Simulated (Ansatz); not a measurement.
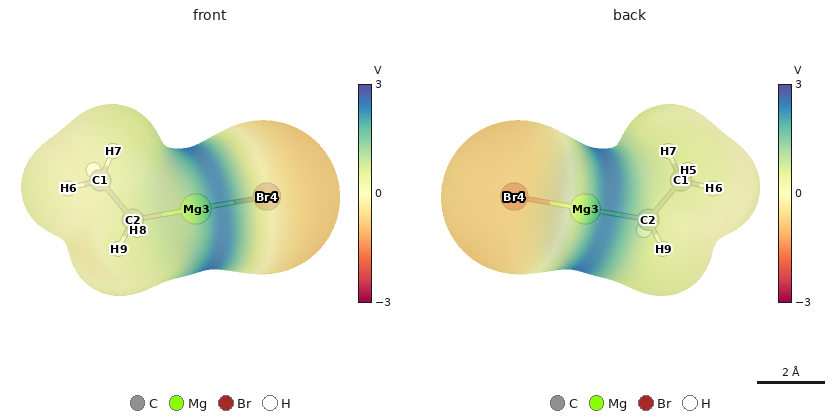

Figure 1: C2H5BrMg. The molecular electrostatic potential painted on the density surface at 0.001 e/bohr³, seen from the front and from behind; the colour scale runs from red (negative) to blue (positive).

Geometry: PBE0-D4/def2-TZVP.

The calculation used RKS PBE0-D4/def2-TZVPP in Ansatz 0.2.0.

```
atom    x (Å)    y (Å)    z (Å)
   C  -0.5026   0.9957   0.5038
   C   0.3566  -0.2699   0.5083
  Mg   0.4707  -1.3122  -1.2948
  Br   0.5946  -2.4783  -3.3293
   H  -1.5446   0.7850   0.2457
   H  -0.5149   1.4903   1.4821
   H  -0.1428   1.7355  -0.2173
   H   1.3812  -0.0248   0.8132
   H  -0.0098  -0.9676   1.2710
```

> Where is the surface potential most negative and most positive?

The most negative region (about −0.7 V) lies over Br4, the most positive (about +2.6 V) over Mg3.
